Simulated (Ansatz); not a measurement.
```
atom    x (Å)    y (Å)    z (Å)
   B  -1.9930   0.5909  -1.4221
   N  -0.8233   1.1974  -0.9828
   O  -2.9880  -0.0222  -1.7618
   H  -0.7016   2.1770  -1.2560
```

Geometry: PBE0-D3(BJ)/def2-SVP.

The calculation used isolated molecule in a Gaussian basis; Kohn-Sham density functional theory, functional PBE0 (Ansatz 0.2.0).

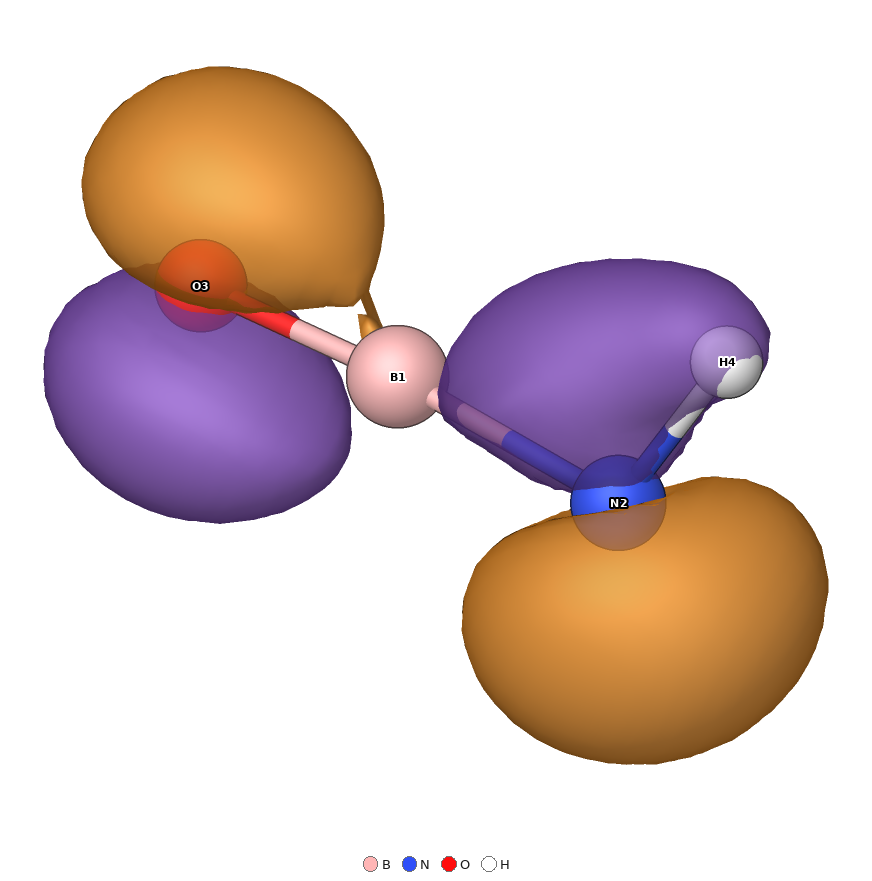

BHNO (SMILES [NH]B=O) (doublet). The HOMO (β) at ±0.2 Å⁻³ᐟ² (orange and purple are the two phases), seen at an oblique angle.

What is the character of this orbital?

Its weight (Hirshfeld) is mainly on N2 (about 45 %), O3 (about 35 %) and B1 (about 10 %); it is symmetric in the molecular plane (an in-plane orbital: σ, lone-pair or in-plane π type); largely a combination of lone pairs on N2 and O3. Its energy is −9.37 eV.
